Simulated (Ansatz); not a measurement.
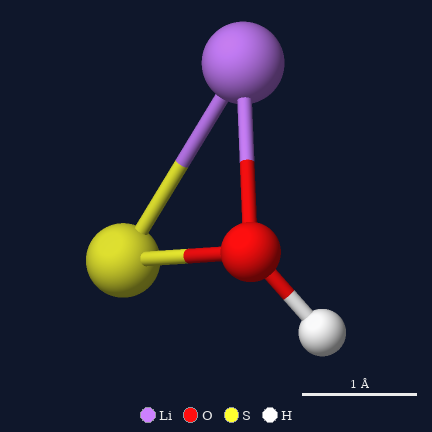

A ball-and-stick model of a molecule.

Description:

The molecule is HLiOS. This geometry has C1 symmetry. Coordination, clear cases only: 1 O trigonal pyramidal.

The parts below concern this one geometry. Atoms keep their numbers from picture to picture. The geometry was computed by an optimisation with PBE0-D4/def2-TZVP. No frequency run is at hand to confirm it as a minimum.

## Electronic properties

No frequency run is at hand to confirm it as a minimum. Method: RKS PBE0-D4/def2-TZVPP (Ansatz 0.2.0).

Question: What is the LUMO energy (Kohn–Sham orbital)?

Answer: −1.05 eV.

Question: What is the HOMO energy (Kohn–Sham orbital)?

Answer: −5.34 eV.

## Charges

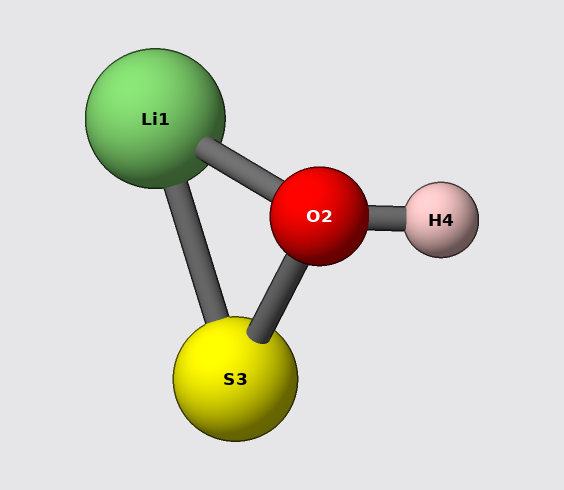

The questions are on Mulliken charges. No frequency run is at hand to confirm it as a minimum. Properties computed with RKS PBE0-D4/def2-TZVP (Ansatz 0.2.0).

Question: Which atom carries the highest charge (most positive or least negative)?

Answer: Li1 (0.72 e).

Question: And the lowest?

Answer: O2 (−0.57 e).

Give the Mulliken charges atom by atom.

```
atom  value (e)
 Li1       0.72
  O2      −0.57
  S3      −0.50
  H4       0.35
```

## Dipole moment

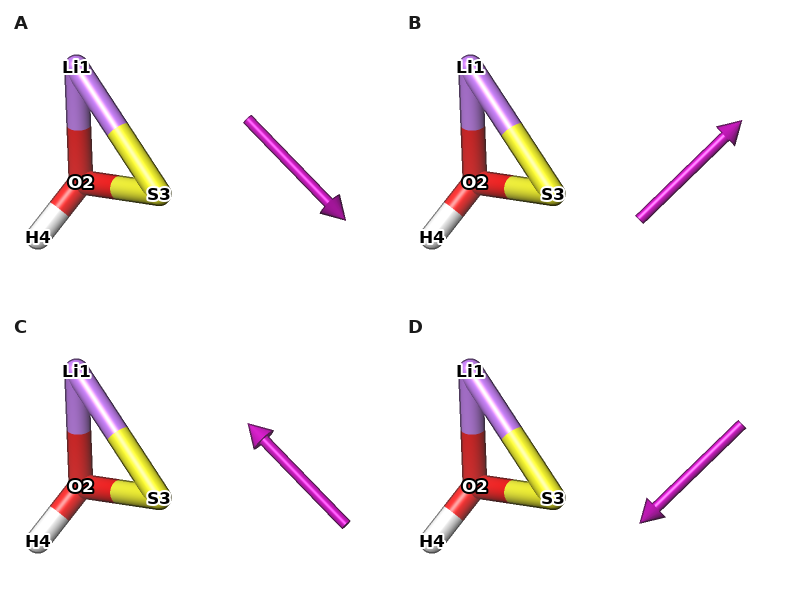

The same molecule four times, each with an arrow. No frequency run is at hand to confirm it as a minimum. Level of theory: RKS PBE0-D4/def2-TZVP (Ansatz 0.2.0).

Question: Which arrow points along the dipole moment, from the negative to the positive end?

Answer: C. The dipole moment is 5.66 D; it points from the side of S3 to the side of Li1 (the outermost atoms at the two ends).

Mulliken values depend strongly on the basis set and can even reverse the polarity of a bond.
